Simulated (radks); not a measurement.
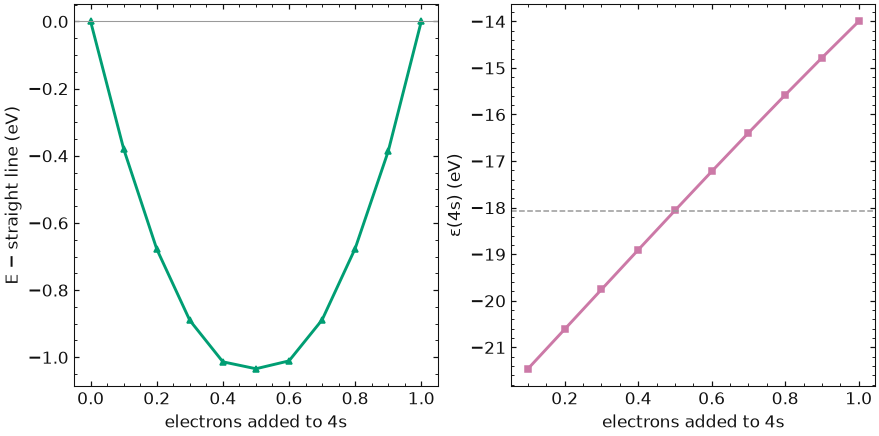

Theory: scalar-relativistic Kohn-Sham, SCAN, spin-unpolarised, spherical densities, finite nucleus (computed with the in-house radial solver radks). The occupation of the 4s shell is varied from Zn²⁺ ([Ar] 3d10) to Zn⁺ ([Ar] 3d10 4s1), with spherical fractional occupations. The plot shows the total energy less the straight line between the end points, and the eigenvalue of 4s (the dashed line is minus the energy to take the whole electron out).

### What does the shape say about the method?

The curve is convex (below the straight line), with the largest deviation among the points computed, −1.03 eV, at 0.5. The end points differ by 18.1 eV, the energy to take the electron out. The eigenvalue, which is the slope of the energy (Janak's theorem), moves from −21.5 eV at 0.1 to −14.0 eV at 1; for a straight line it would stay constant, and a parabola would sag by an eighth of this change, scaled to a whole electron, 1.04 eV. Convexity is the delocalisation error: fractional charges are too low in energy.
